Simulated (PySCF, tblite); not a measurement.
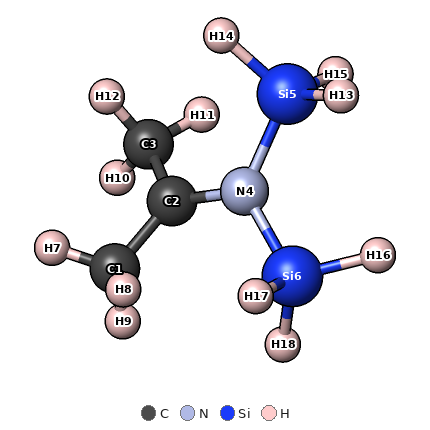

First-order isotropic EPR spectrum (fast tumbling, first derivative) of C₃H₁₂NSi₂, SMILES C[C](C)N([SiH3])[SiH3], doublet at 9.50 GHz, Lorentzian lines of 0.11 mT full width at half height, from computed g and hyperfine couplings (B3LYP/pcH-1, PySCF, at a GFN2-xTB geometry (a minimum by its frequencies), gas phase); values of one conformer, averaged over methyl-type rotors alone; other conformers aren't averaged in; no vibrational averaging; dilute isotopes left out. The SMILES is one Lewis form and needn't show where the spin sits.

Q: Give g and the hyperfine couplings.

A: g_iso = 2.0028, which centres the spectrum at 338.9 mT; it spans 15.4 mT.

| nuclei | isotope | a (mT) | a (MHz) |
| --- | --- | --- | --- |
| H7, H8, H9, H10, H11, H12 | ¹H | 2.24 | 62.8 |
| H13, H14, H15, H16, H17, H18 | ¹H | 0.29 | 8.2 |
| N4 | ¹⁴N | −0.07 | −2.0 |

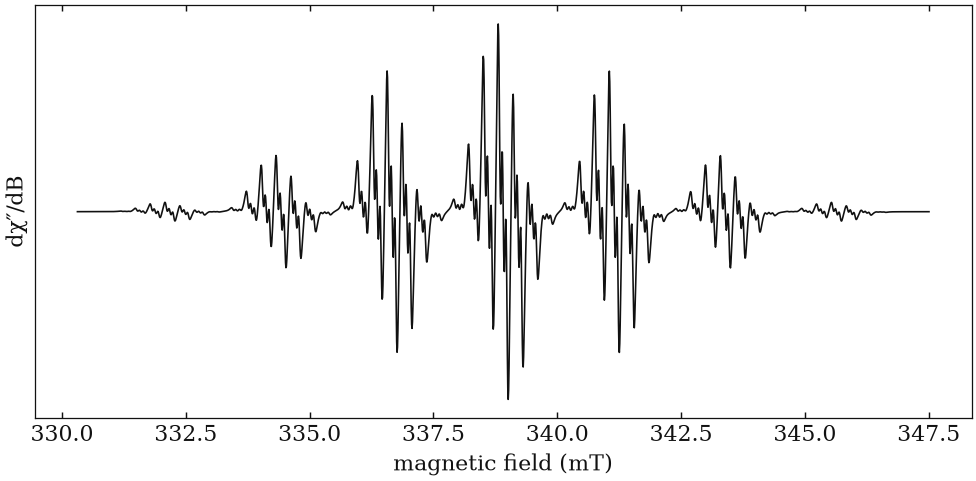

Note: the tight-binding geometry is rougher than a DFT one and adds to the error.
